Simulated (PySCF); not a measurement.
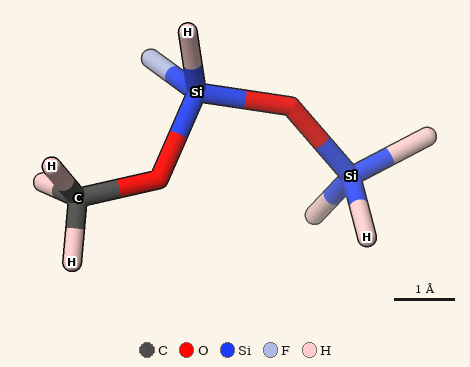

**Figure 1.** The structure (stick view, seen at a tilt).

**NMR shielding calculation of CH7FO2Si2**

CH7FO2Si2, computed with GIAO OPBE/pcSseg-1 NMR shielding, non-relativistic, gas phase (PySCF 2.14.0).

The geometry comes from this level: PBE0-D3(BJ)/def2-SVP. Figures and captions count atoms from 1; the log counts them from 0 in places.

**Output**
```
coarse grid: 11936 points
cycle   1  E = -871.1760632237  dE =  5.156e-01  |g| = 1.100e+00  |ddm| = 3.271e+00
cycle   2  E = -870.5322547013  dE =  6.438e-01  |g| = 2.134e+00  |ddm| = 2.525e+00
cycle   3  E = -871.3827117073  dE = -8.505e-01  |g| = 1.671e-01  |ddm| = 1.935e+00
cycle   4  E = -871.3861936537  dE = -3.482e-03  |g| = 1.246e-01  |ddm| = 1.988e-01
cycle   5  E = -871.3887127318  dE = -2.519e-03  |g| = 1.915e-02  |ddm| = 8.497e-02
cycle   6  E = -871.3887750023  dE = -6.227e-05  |g| = 7.943e-03  |ddm| = 1.854e-02
cycle   7  E = -871.3887868778  dE = -1.188e-05  |g| = 2.212e-03  |ddm| = 5.605e-03
cycle   8  E = -871.3887875550  dE = -6.771e-07  |g| = 1.051e-03  |ddm| = 2.209e-03
final grid: 106688 points
cycle   9  E = -871.4657722361  dE =  1.207e-05  |g| = 3.800e-02  |ddm| = 4.202e-02
cycle  10  E = -871.4650547861  dE =  7.174e-04  |g| = 7.444e-02  |ddm| = 6.605e-02
cycle  11  E = -871.4659969219  dE = -9.421e-04  |g| = 3.756e-03  |ddm| = 4.764e-02
cycle  12  E = -871.4659992589  dE = -2.337e-06  |g| = 1.389e-03  |ddm| = 3.528e-03
cycle  13  E = -871.4659996629  dE = -4.040e-07  |g| = 2.510e-04  |ddm| = 9.400e-04
cycle  14  E = -871.4659996728  dE = -9.968e-09  |g| = 9.099e-05  |ddm| = 2.255e-04
cycle  15  E = -871.4659996745  dE = -1.632e-09  |g| = 1.372e-05  |ddm| = 7.940e-05
cycle  16  E = -871.4659996745  dE = -3.479e-11  |g| = 5.641e-06  |ddm| = 1.703e-05
```

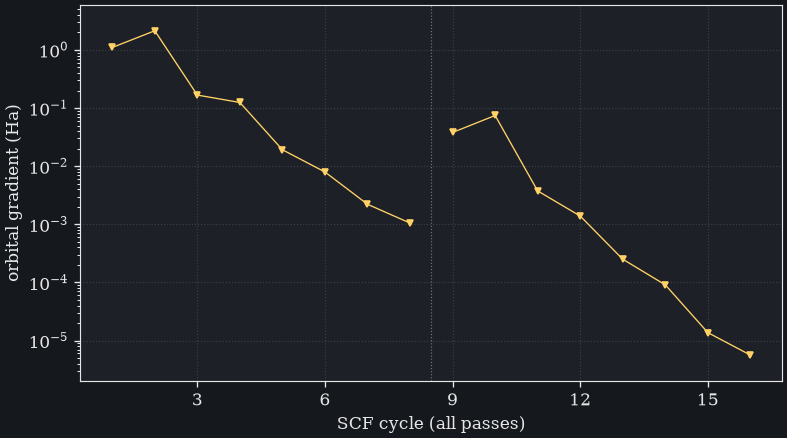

**Figure 2.** Convergence of the self-consistent field: orbital gradient against the SCF cycle. The dotted line marks the change from a coarse to the final integration grid. The first 8 cycles use a coarse grid, the final grid takes over at cycle 9, and the field converges after 16 cycles in all.

```
converged SCF energy = -871.4659996745

GIAO shielding tensors (ppm)
atom      isotropic    diamagn.    paramagn.     s11        s22        s33       span
  0 C      133.831     240.047    -106.216    107.072    109.684    184.736     77.664
  1 O      285.840     401.355    -115.515    222.323    297.475    337.721    115.398
  2 Si     419.220     882.332    -463.112    402.470    421.207    433.984     31.515
  3 F      308.168     469.977    -161.810    259.640    277.515    387.347    127.707
  4 O      287.460     398.890    -111.430    251.874    294.848    315.659     63.785
  5 Si     393.569     879.886    -486.318    351.142    362.091    467.474    116.332
  6 H       27.372      27.565      -0.194     22.839     25.509     33.767     10.928
  7 H       27.516      27.032       0.484     23.404     25.050     34.094     10.690
  8 H       27.549      27.909      -0.360     23.407     25.283     33.958     10.551
  9 H       26.691      29.545      -2.854     23.434     23.806     32.834      9.400
 10 H       26.013      29.634      -3.621     22.671     24.797     30.572      7.901
 11 H       26.113      29.646      -3.533     22.825     24.681     30.833      8.008
 12 H       26.248      27.756      -1.507     22.996     24.492     31.258      8.262
```

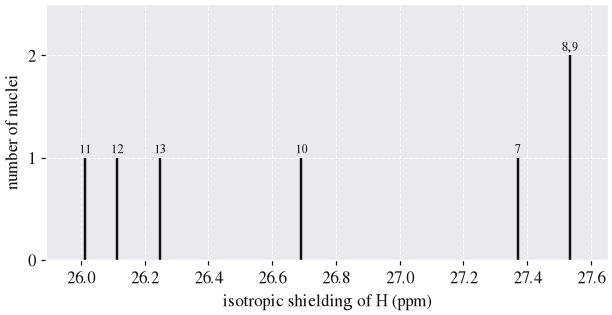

**Figure 3.** Isotropic shieldings of the hydrogen nuclei in this fixed geometry, labelled by atom number; shielding grows to the right, so chemical shift grows to the left. The least shielded is H11 (26.0 ppm), the most shielded H9 (27.5 ppm).

The run was set up as follows.

**Input file**
```
{"job": {"kind": "nmr", "xc": "OPBE", "basis": "pcSseg-1", "pop": false}, "charge": 0, "multiplicity": 1}
C     -2.445063    -0.763074    -0.203817
O     -1.134866    -0.335829     0.059560
Si    -0.479858     1.121156    -0.316543
F     -0.769568     1.412455    -1.881919
O      1.125075     1.011059    -0.058872
Si     2.350042    -0.123343    -0.070586
H     -2.687684    -0.696169    -1.278130
H     -3.190287    -0.171338     0.357351
H     -2.541529    -1.813020     0.107943
H     -1.051769     2.247415     0.445850
H      2.233559    -0.997848    -1.273452
H      2.280403    -0.956485     1.163615
H      3.642169     0.614900    -0.107449
```

The first line tells a small driver script what to run in PySCF; the rest is the geometry in Å.

Launched with:
```bash
OMP_NUM_THREADS=1 python <driver script> task.json out
```

**Key numbers**

| quantity | value |
| --- | --- |
| outcome | converged |
| total energy | −871.466000 hartree |
| HOMO | −7.08 eV |
| LUMO | −0.36 eV |
| dipole moment | 1.46 D |
| isotropic shielding, C | 133.8 ppm |
| isotropic shielding, O | 285.8 to 287.5 ppm |
| isotropic shielding, Si | 393.6 to 419.2 ppm |
| isotropic shielding, F | 308.2 ppm |
| isotropic shielding, H | 26.0 to 27.5 ppm |
| hardware | 1 CPU thread, shared host |
| wall time | 30 s |
| peak memory | 0.78 GiB |
